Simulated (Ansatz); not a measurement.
System: SbAuCl4.

The calculation's input:

```
crystal:
  lattice:
    - [4.8129324587, 0.0, 0.0]
    - [0.0, 4.8129324587, 0.0]
    - [0.0, 0.0, 7.6117953903]
  atoms:
    - { symbol: Sb, position: [0.0, 0.0, 0.0] }
    - { symbol: Au, position: [0.5, 0.5, 0.5] }
    - { symbol: Cl, position: [0.5, 0.5, 0.814243016] }
    - { symbol: Cl, position: [0.5, 0.5, 0.185756984] }
    - { symbol: Cl, position: [0.5, 0.0, 0.5] }
    - { symbol: Cl, position: [0.0, 0.5, 0.5] }
kpoints:
  mp_grid: { grid: [6, 6, 4] }
  band_path:
    path:
      - [0.0, 0.0, 0.0]
      - [0.0, 0.5, 0.0]
      - [0.5, 0.5, 0.0]
      - [0.0, 0.0, 0.5]
      - [0.0, 0.5, 0.5]
      - [0.5, 0.5, 0.5]
    npoints: 1
hamiltonian:
  xc: r2scan
  dispersion: rvv10
scf:
  occupations: { method: fermi_dirac, width: 0.03 }
  n_extra_bands: 5
output:
  forces: true
  stress: true
  eigenvalues: true
  write_density: true
  write_potential: true
  elf: true
  volumetric_format: npy
```

Launched as:

```sh
ansatz run input.yaml --threads 2 --pin off --max-ram 2211MiB --backend cpu --events-out ev --progress --plain --runs-dir out
```

Below, planes, directions and counts refer to the conventional cell (a = 4.81 Å, b = 4.81 Å, c = 7.61 Å, α = 90.00°, β = 90.00°, γ = 90.00°).

Space group P4/mmm; a structure from a database of computed crystals, not necessarily the ambient phase; started from the RbAlF4-123 prototype, which need not be the ambient phase.

Computed with Ansatz, DFT, r2SCAN+rVV10, plane waves, PAW.

Q: What can the converged valence pseudo-density and electron localisation function tell about the bonding?

A: Au–Cl (2.41 Å): ρ at the midpoint is about 0.57 e/Å³; the ELF peaks at about 0.75 in the valence shell of Cl, 0.7 Å from its nucleus, and drops to about 0.25 between the two atoms.

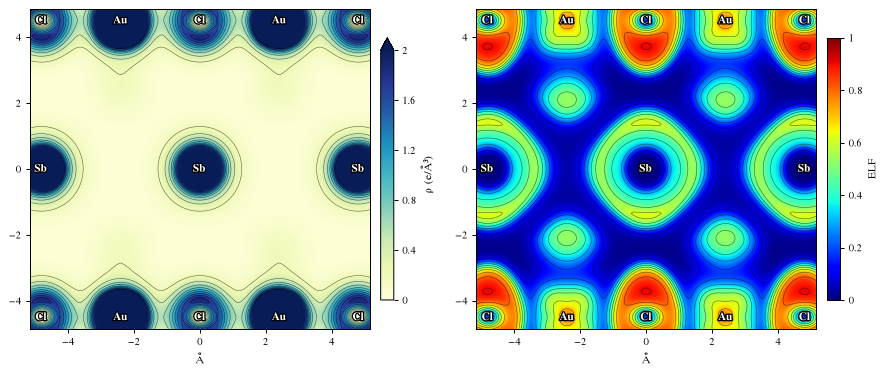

Computed valence pseudo-density and electron localisation function on the (011) plane of the conventional cell, in this order. 

Core electrons are frozen (PAW), and the valence fields are smoothed inside the atomic spheres.
